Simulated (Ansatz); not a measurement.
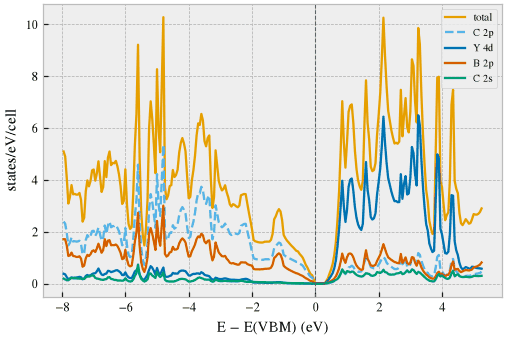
Figure: Total and projected density of states of YB3C3 in space group Pm-3n (No. 223; Y on 2a, B on 6d, C on 6c), PBE (plane waves, PAW; program Ansatz)

Problem. Which orbitals carry the states next to the gap?

Solution. Top 1 eV of the valence band: C 2p 65 %, B 2p 32 %. Bottom 1 eV of the conduction band: Y 4d 57 %, B 2p 17 %, C 2p 9 %, C 2s 8 %, B 2s 7 %. Projections are on Löwdin-orthogonalised atomic valence shells; empty p or d shells of many metals are not among them.

Problem. Where is the tallest occupied peak in this window, and what makes it?

Solution. Near -4.8 eV, about 10 states/eV per cell; the largest projected share is C 2p.

The start of the workflow was typed in or built on a structure type; neither database checked (COD, Materials Project) lists it. Whether it is the stable phase at ambient conditions was not checked. Symmetry was held in the PBE relaxation; its stability against distortions is not shown here. No spin polarisation was allowed. Scalar-relativistic: spin–orbit coupling is off unless named, which matters more the heavier the elements.

Potentials: the earlier of the program's two PAW sets.
